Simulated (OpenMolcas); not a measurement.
# A OpenMolcas job on SiH2O2F (SMILES O[Si](O)F)

Aim: a single-point energy of SiH2O2F.

Program for the calculation: OpenMolcas 26.06.

## 1. The system as given

SiH2O2F: 6 atoms, total charge 0, spin state doublet. As SMILES, `O[Si](O)F`. Geometry: relaxed at PBE0-D4/def2-TZVP. This is one conformer, not always the lowest.

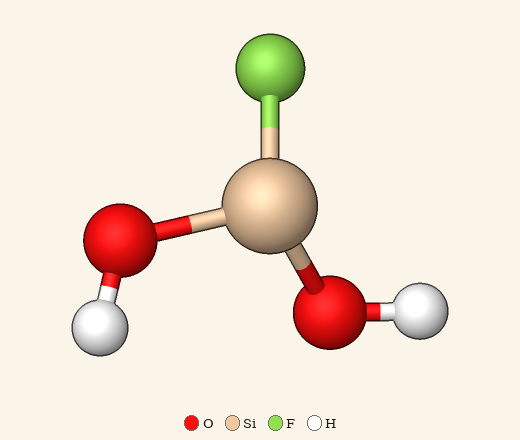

Viewed from a chosen angle; oxygen red, silicon light orange, fluorine green, hydrogen white.

## 2. The input as written

step17.inp reads:

```
>>> EXPORT MOLCAS_PRINT=2
&GATEWAY
Coord
6
angstrom
O       -0.887300       1.032000      -0.626300
Si       0.382900       0.026200      -0.446500
O        0.346300      -0.560700       1.083400
F        0.159400      -1.133900      -1.516300
H       -1.051600       1.658800       0.081100
H        1.092300      -1.086600       1.378500
Basis=ANO-RCC-VDZP
Group=NoSym
RICD
&SEWARD
&RASSCF
FileOrb=$CurrDir/step2.RasOrb
Spin=2
Nactel=9 0 0
Inactive=16
Ras2=9
OrbListing=Nothing
&CASPT2
Frozen=41
```

Started as:

```console
$ export MOLCAS_MEM=1860
$ pymolcas step17.inp > step17.log
```

The program printed:

```text
--- Start Module: gateway ---

                                              &GATEWAY

                       available to each process: 1.9 GB of memory, 1 thread

++    Symmetry information:
      ---------------------

                    Character Table for C1

                             E
                    a        1  x, y, xy, Rz, z, xz, Ry, yz, Rx, I
--

++    Basis set information:
      ----------------------

      Basis set label: O.ANO-RCC...3S2P1D.

      Electronic valence basis set:
      ------------------
      Associated Effective Charge   8.000000 au
      Associated Actual Charge      8.000000 au
      Nuclear Model: Point charge

      Shell  nPrim  nBasis  Cartesian Spherical Contaminant
         s      14       3        X
         p       9       2        X
         d       4       1                 X

      Basis set label: SI.ANO-RCC...4S3P1D.

      Electronic valence basis set:
      ------------------
      Associated Effective Charge  14.000000 au
      Associated Actual Charge     14.000000 au
      Nuclear Model: Point charge

      Shell  nPrim  nBasis  Cartesian Spherical Contaminant
         s      17       4        X
         p      12       3        X
         d       5       1                 X

      Basis set label: O.ANO-RCC...3S2P1D.

[... 141 lines left out ...]
      Nuclear repulsion energy =  177.53181228
[... 77 lines left out ...]
      Convergence after  5 iterations
[... 10 lines left out ...]
      printout of CI-coefficients larger than  0.05 for root  1
[... 1 line left out ...]
      conf/sym  111111111     Coeff  Weight
[... 6 lines left out ...]
      *                                                    Final results                                                     *
[... 6 lines left out ...]
      RASSCF energy for state  1                   -540.36960668
[... 12 lines left out ...]
::    RASSCF root number  1 Total energy:   -540.36960668
[... 29 lines left out ...]
      Dipole Moment (debye):
[... 51 lines left out ...]
      -------------------------------------------------------------------------------------
      NBO located      0.998 non-bonded electrons on atom O1
      NBO located      0.989 non-bonded electrons on atom SI2
      NBO located      1.000 non-bonded electrons on atom SI2
      NBO located      0.999 non-bonded electrons on atom SI2
      NBO located      0.997 non-bonded electrons on atom SI2
      NBO located      0.998 non-bonded electrons on atom SI2
      NBO located      0.999 non-bonded electrons on atom O3
      NBO located      1.000 non-bonded electrons on atom F4
      NBO located      0.991 non-bonded electrons on atom F4
      The remaining   12.967 electrons are to be considered as diffuse
--

--

      Average orbitals are written to the RASORB file
      Natural orbitals for root   1 are written to the RASORB.1 file
      Spin density orbitals for root   1 are written to the SPDORB.1 file

--- Stop Module: rasscf /rc=_RC_ALL_IS_WELL_ ---
--- Module rasscf spent 1 second ---

--- Start Module: caspt2 ---

                                              &CASPT2

                       available to each process: 1.9 GB of memory, 1 thread

 ###############################################################################
 ###    WARNING: User changed nr of frozen orbitals.                         ###
 ###############################################################################
 ###    ERROR: Too many frozen orbitals!                                     ###
 ###############################################################################
--- Stop Module: caspt2 /rc=_RC_INPUT_ERROR_ ---

.####################.
.# User input error #.
.####################.

    Timing: Wall=3.32 User=2.89 System=0.42
```

Run time: 3.6 s. Hardware: 1 thread of Intel Xeon 6975P-C (Granite Rapids), shared host; peak memory 0.08 GiB.

## 3. Diagnosis

The job stopped with an error part of the way.

The telling line is `ERROR: Too many frozen orbitals`. The cause is that too many or the wrong orbitals are frozen. To mend it: frozen core orbitals default in place of 41.
